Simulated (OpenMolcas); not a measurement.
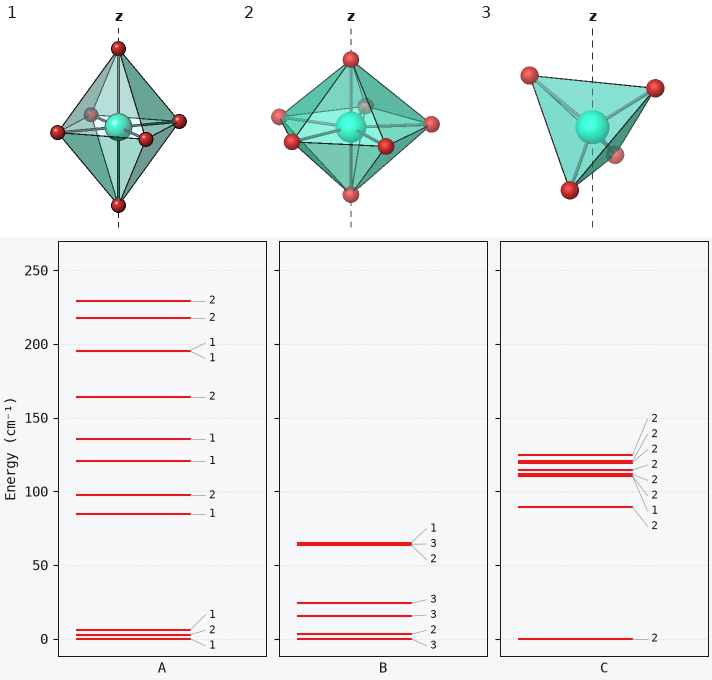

Dy²⁺ (4f¹⁰) among point charges in three arrangements (top) and its lowest levels in each (bottom, numbers are degeneracies). Level of the calculation: state-averaged CASSCF, active space 10 electrons in the shell 4f, basis ANO-RCC-VDZP, DKH2 scalar Hamiltonian, spin-orbit coupling by RASSI with atomic mean-field integrals (OpenMolcas).

(1) 6 point charges of −0.75 e at 2.41 Å, arranged as: tetragonal octahedron (D4h), axial distortion 1.2
(2) 7 point charges of −0.5 e at 2.64 Å, arranged as: pentagonal bipyramid (D5h), axial distortion 0.86
(3) 4 point charges of −1 e at 2.41 Å, arranged as: tetrahedron (Td)

> Match the level schemes to the arrangements.

A is (1). The ground level is A₁, non-degenerate, 95 % from states of spin multiplicity 5, effective J = 8.00, with |mJ| = 0 the largest share (89 %). The next level lies at 2.7 cm⁻¹ (E). B is (3). The ground level is T₂, 3-fold degenerate, 95 % from states of spin multiplicity 5, effective J = 8.00, with |mJ| = 5 the largest share (53 %). The next level lies at 2.9 cm⁻¹ (E). C is (2). The ground level is doubly degenerate, 95 % from states of spin multiplicity 5, effective J = 8.00, with |mJ| = 8 the largest share (100 %). Its principal g values are 0.00, 0.00 and 19.91, easy-axis. The next level lies at 89 cm⁻¹.

Note: high states of lower spin left out of the spin-orbit mixing; point charges have no covalency; spin-free states above about 43,000 cm⁻¹ are left out of the spin-orbit step.
